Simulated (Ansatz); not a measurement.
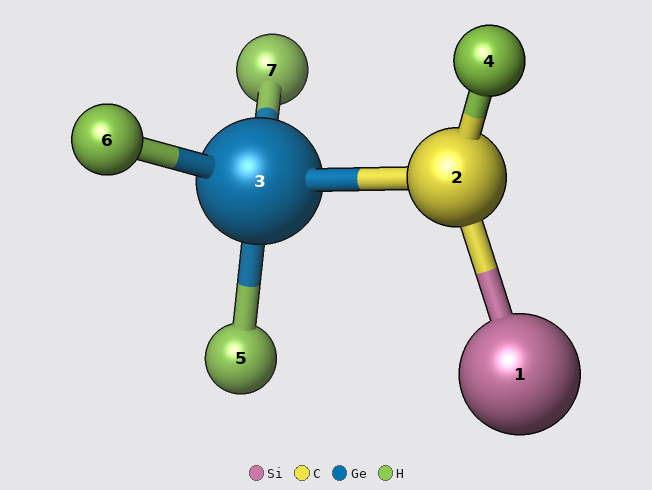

Atoms carry their numbers in the input. The geometry was computed by an optimisation with PBE-D4/def2-SVP. No frequency run is at hand to confirm it as a minimum.

> How are the neighbours of atom 2 arranged?

C2 has 3 neighbours (Si1 at 1.72, Ge3 at 1.96, H4 at 1.10 Å); the arrangement is trigonal planar.

> Describe the coordination of atom 3.

Ge3 has 4 neighbours (C2 at 1.96, H5 at 1.57, H6 at 1.55, H7 at 1.55 Å); the arrangement is tetrahedral.
